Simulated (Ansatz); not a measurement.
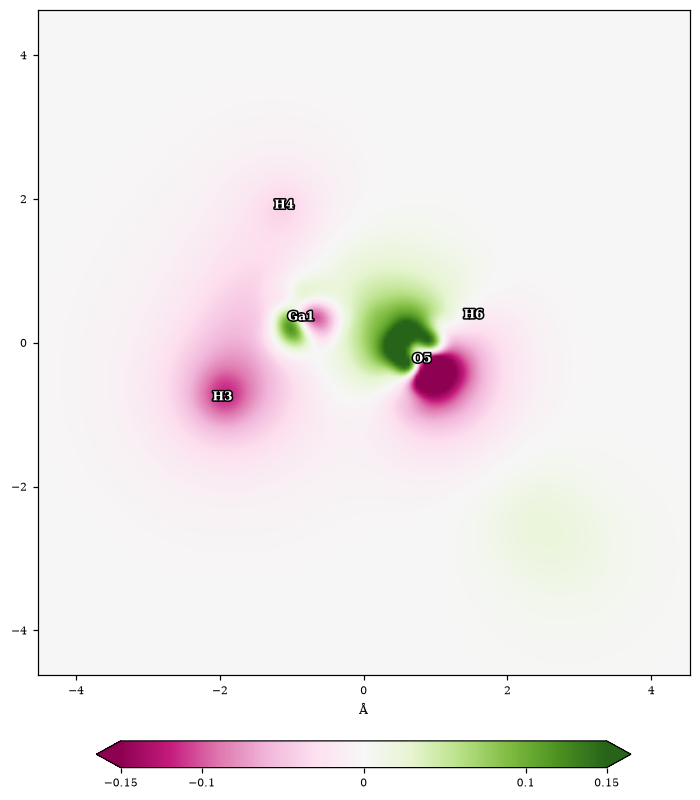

*GaH$_{3}$O···H$_{2}$. The HOMO−1 on the plane of atoms H3, Ga1 and O5 (values in Å⁻³ᐟ²; the overall sign is arbitrary).*

Method: RHF/def2-SVP in Ansatz.

```csv
atom,x (Å),y (Å),z (Å)
Ga,0.0028,-0.4694,-1.1861
H,0.3803,-0.8372,3.7308
H,1.2626,0.4469,-1.2963
H,-1.0318,-0.7885,-2.3252
O,-0.2572,-1.2156,0.4079
H,-0.9938,-1.7886,0.5487
H,0.3094,-0.8955,2.9879
```

> Where does this orbital lie, and at what energy?

By Hirshfeld shares it lies mainly on O5 (about 80 %) and Ga1 (about 10 %); largely a lone pair of O5. Its energy is −13.18 eV.
